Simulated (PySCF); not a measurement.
## A study: Br4Ti, SMILES `Br[Ti](Br)(Br)Br`

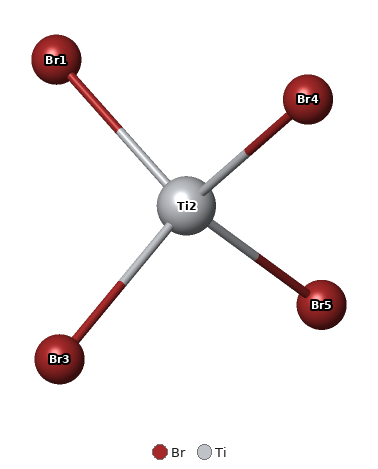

The molecule, with its atoms numbered as below. No frequency check shows the geometry to be a minimum.

Coordinates in Å:

```
Br1     -1.3526    1.8713   -0.3958
Ti2     -0.0002    0.0000   -0.0000
Br3     -1.3526   -1.8714    0.3958
Br4      1.3527    0.3958    1.8713
Br5      1.3526   -0.3959   -1.8713
```

### 1. Bonding charge

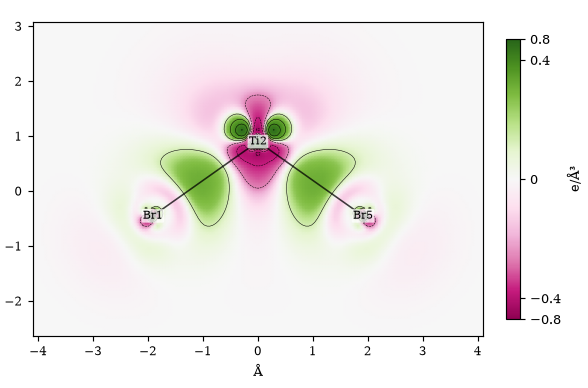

Deformation density (molecule less spherical, spin-averaged free atoms) in the plane of Br1, Ti2 and Br5; colour scale in e/Å³, logarithmic beyond ±0.1; green: gain, pink: loss.

PySCF calculation, PBE0/def2-TZVP, gas phase; geometry: GFN2-xTB. This is a single-reference result, which may miss multireference character in this system.

Question: Describe the bonding that the map shows.

Answer: Br1–Ti2 and Ti2–Br5: +0.14 e/Å³ at the bond critical point (bond length 2.34 Å, Mayer order 1.2). In all, 1.0 electrons gather in the regions of gain relative to the promolecule. A small or negative value marks a very polar bond, one between electron-rich atoms, whose free-atom densities already overlap strongly, a long bond to a heavier atom, or a closed-shell contact such as a hydrogen bond.

Question: Where do the Hirshfeld charges lie?

Answer: The highest Hirshfeld charge is on Ti2 (+0.33 e), the lowest on Br1, Br3, Br4 and Br5 (−0.08 e).

### 2. Local ionisation energy

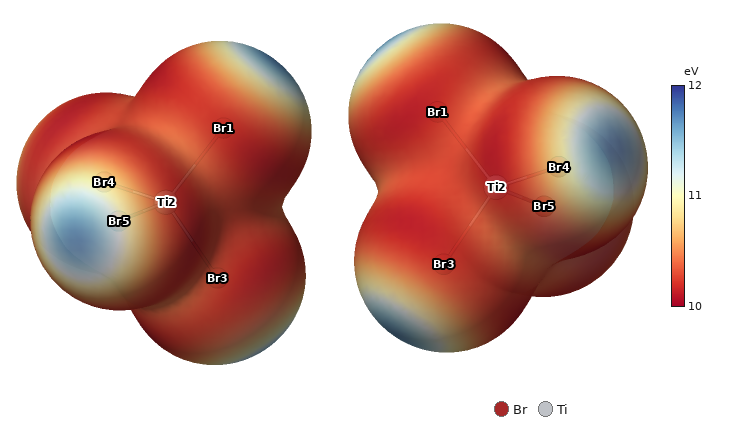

Average local ionisation energy on the surface of electron density 0.001 a.u. (back view left, front view right).

Question: Locate the minima of the map.

Answer: The lowest value is 10.1 eV, 2.2 Å from Br4, and at like points elsewhere. For comparison, the highest occupied orbital lies at −8.8 eV.

### 3. In an electric field

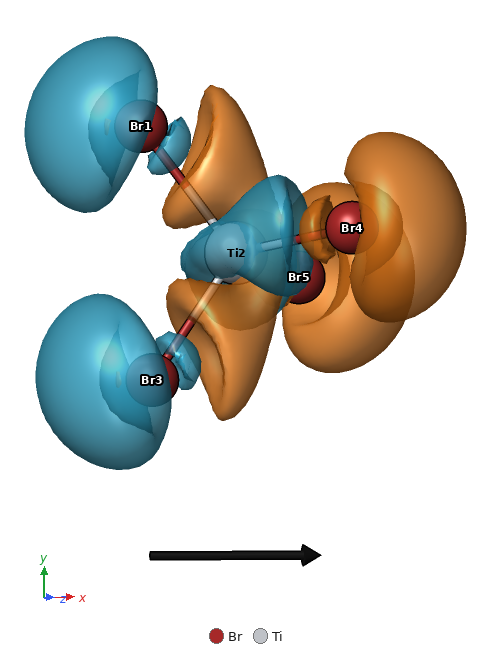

Change of the electron density in a uniform field of 0.21 V/Å along +x (arrow), surfaces at ±0.0015 e/Å³ (light blue: gain, orange: loss).

Level of theory: PBE0/def2-TZVP (PySCF), at a geometry from GFN2-xTB. This is a single-reference result, which may miss multireference character in this system. A basis without diffuse functions makes polarisabilities too small.

Question: What dipole is induced, and what polarisability does it imply?

Answer: The induced dipole is 1.25 D (along the field); α along this axis, from the fields in both directions, is 123 bohr³ (18.2 Å³).

Question: Which atoms gain and lose the most charge?

Answer: Electrons gather most on Br1 and Br3 alike (Hirshfeld charge changes by −0.023 e) and leave Br4 and Br5 alike most (+0.024 e); 0.088 electrons are displaced in all.
